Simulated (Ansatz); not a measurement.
# Calculations on Si₂H₄ClF₃

**1. Relaxation**

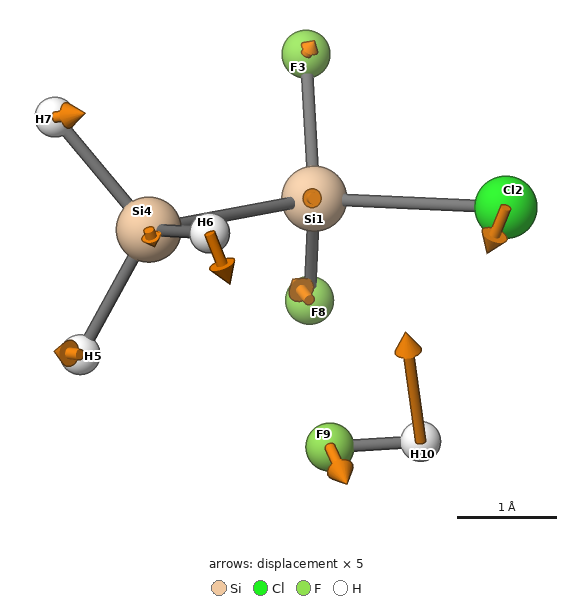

A relaxation of Si$_{2}$H$_{4}$ClF$_{3}$. The starting structure is drawn; orange arrows show the displacements, magnified 5 times. The two geometries are superimposed by the best rigid fit.

A ball-and-stick model, seen at a tilt.

The run prepares an end point of a later path (reaction) calculation, from a guessed geometry.

Level of theory: Ansatz, RKS r2SCAN-D4/def2-SVP. (no spin polarisation; force threshold 0.03 eV/Å; at most 50 steps)

Q: Which element moves most?

A: Hydrogen: up to 0.27 Å, against 0.12 Å for fluorine.

Q: What happened in the run?

A: Over 6 accepted moves (8 points after the start) the energy falls by 0.036 eV. Largest force component: 0.51 eV/Å at the start, 0.0067 eV/Å at the end. The line search rejected the trial steps at points 1, 7 of the run. The largest move after the best rigid fit is that of H10, 0.27 Å. Largest moves by element: H 0.27 Å, F 0.12 Å, Cl 0.12 Å, Si 0.05 Å. Among the contacts that change: Si1–Cl2 2.113 → 2.087 Å, F9–H10 0.926 → 0.934 Å. Cost: 31 s on 4 threads of Arm Neoverse V1 (shared host), peak memory 0.2 GiB.

Limits of the set-up: the start holds two separate molecules, 2.6 Å apart at their closest, whose relative position is a soft coordinate.

**2. Relaxation**

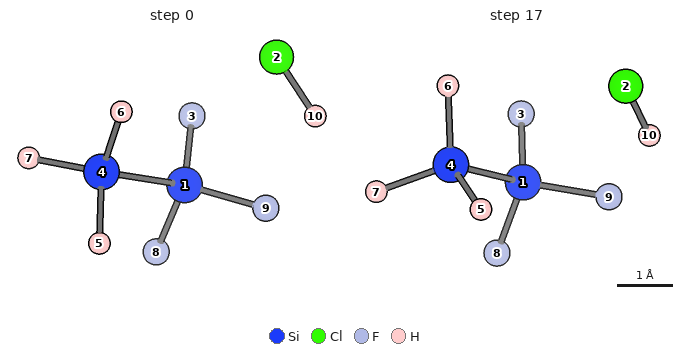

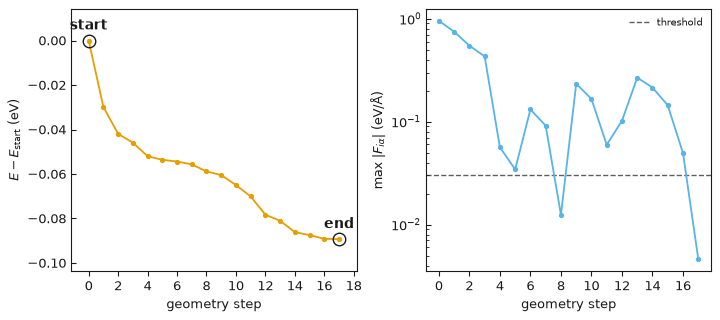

First and last geometry of a relaxation of Si2H4ClF3, with the history of the run. The picture is a ball-and-stick view, seen from a free direction.

The run prepares an end point of a later path (reaction) calculation, from a guessed geometry.

Method: RKS r2SCAN-D4/def2-SVP in Ansatz 0.2.0.

Input
```yaml
crystal:
  periodic: [false, false, false]
  atoms:
    - { symbol: Si, position_ang: [-0.464666, -0.242736, -0.356117] }
    - { symbol: Cl, position_ang: [-0.180276, 0.972839, 2.737125] }
    - { symbol: F, position_ang: [1.067927, -0.453402, 0.079975] }
    - { symbol: Si, position_ang: [-1.077664, 1.94304, -0.856409] }
    - { symbol: H, position_ang: [-2.494551, 1.896542, -1.325082] }
    - { symbol: H, position_ang: [-0.942843, 2.859772, 0.306498] }
    - { symbol: H, position_ang: [-0.203229, 2.388249, -1.98196] }
    - { symbol: F, position_ang: [-0.668056, -1.111104, -1.701243] }
    - { symbol: F, position_ang: [-1.382463, -0.973352, 0.743515] }
    - { symbol: H, position_ang: [-0.921477, -0.127249, 2.631799] }
basis:
  gaussian: { orbitals: def2-SVP }
hamiltonian:
  xc: r2scan
  dispersion: d4
relax:
  f_tol: 0.03
  max_steps: 50
```

Launched with:
```bash
ansatz run input.yaml --threads 4 --pin off --max-ram 5120MiB --backend cpu --events-out ev --progress --plain --runs-dir out
```

> Did the run converge, and what did it change?

It converged. The energy falls by 0.089 eV in 17 geometry steps. Largest force component: 0.96 eV/Å at the start, 0.0046 eV/Å at the end. The forces were under the threshold at step 8, but the run went on from there. The largest move after the best rigid fit is that of H5, 0.98 Å. Largest moves by element: H 0.98 Å, Cl 0.95 Å, F 0.39 Å, Si 0.24 Å. Among the contacts that change: Cl2–H10 1.331 → 1.292 Å, Si1–F9 1.608 → 1.626 Å, Si1–Si4 2.325 → 2.329 Å. Bond angles that change, for instance: Si4–Si1–F8 107.1° → 111.1°, Si1–Si4–H6 112.8° → 110.1°, F3–Si1–Si4 115.7° → 113.1°. Groups turn about Si1–Si4 by about 30°.

**3. Path**

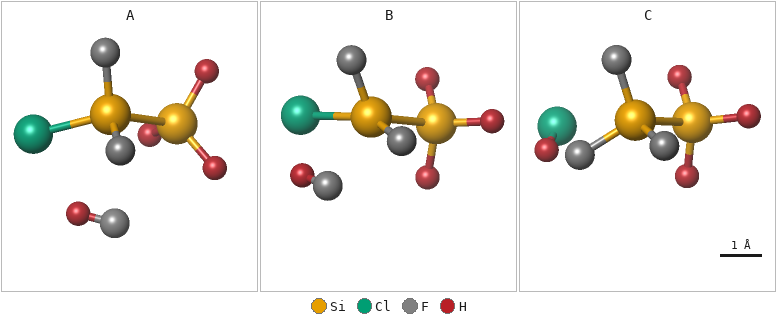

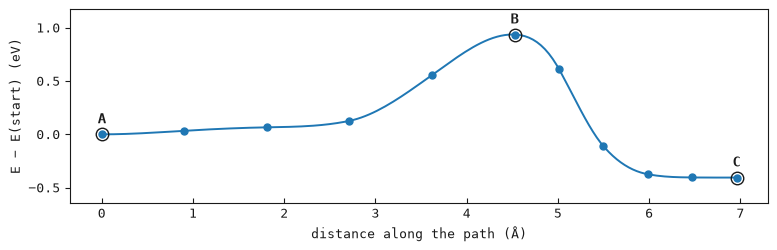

A nudged-elastic-band calculation for Si2H4ClF3, made up at the start of Si2H3ClF2 and HF. Images are numbered from 0 (start) to 10 (end). Frames A to C are images 0, 5, 10. Style: ball-and-stick. Shown at a tilt.

Method: RKS r2SCAN-D4/def2-SVP in Ansatz. Set-up: 9 movable images; climbing image; force threshold 0.05 eV/Å; iteration limit 60; starting path through a guess of the saddle point.

Q: What happens along the path, and what is the barrier?

A: The highest point, image 5, lies 0.94 eV above the start and 1.34 eV above the end; the end is at −0.41 eV relative to the start. Breaking: F–H (0.93 → 2.04 Å), Cl–Si (2.09 → 3.71 Å). Forming: Cl–H (2.31 → 1.29 Å), F–Si (2.92 → 1.63 Å). The band is converged. At the top, the vibrational analysis gives one imaginary mode (170i cm⁻¹), as a transition state must have.

Limits of the set-up: the start holds two separate molecules, 2.3 Å apart at their closest, whose relative position is a soft coordinate.

The run took 13 min on 4 threads of Arm Neoverse V1, with other jobs on the host, peak memory 0.2 GiB.
